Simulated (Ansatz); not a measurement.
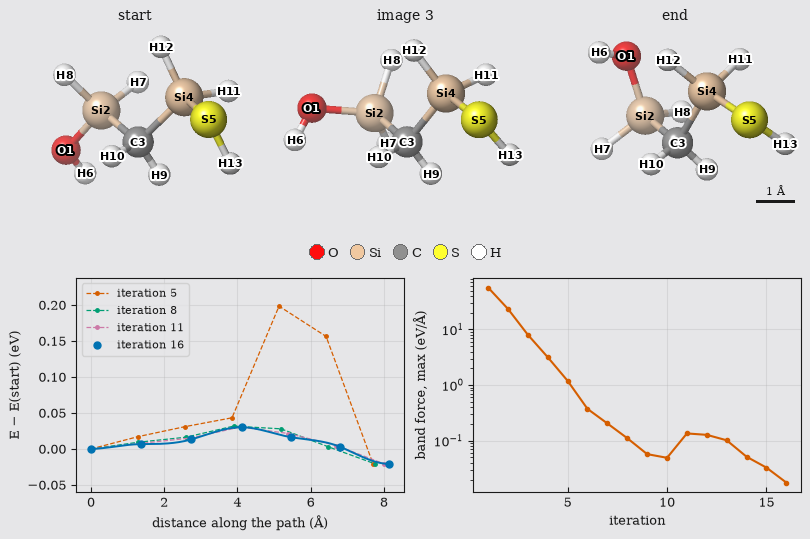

A nudged-elastic-band calculation for CH8OSSi2. Images are numbered from 0 (start) to 6 (end). The plot follows the band through its iterations. A ball-and-stick model, seen from a free direction.

Computed with RKS PBE-D4/6-31G* in Ansatz. Run with 5 movable images; climbing image; force threshold 0.03 eV/Å; iteration limit 60; starting path through a guess of the saddle point.

Question: Did the band converge, and can the barrier be trusted?

Answer: The result is final at these settings. The band converged in 16 iterations. The largest component of the band force went from 57 to 0.018 eV/Å. The climbing image converged on the top of the path. Its vibrational analysis gives one imaginary mode (45i cm⁻¹), as a transition state must have. The first iteration put the highest image at 24.919 eV. Forward barrier 0.030 eV, backward barrier 0.051 eV, with image 3 at the top; the reaction energy is −0.021 eV.

Cost: 3.4 min on 2 threads of Intel(R) Xeon(R) Platinum 8259CL CPU @ 2.50GHz (Skylake/Cascade Lake) (shared host), peak memory 0.17 GiB.
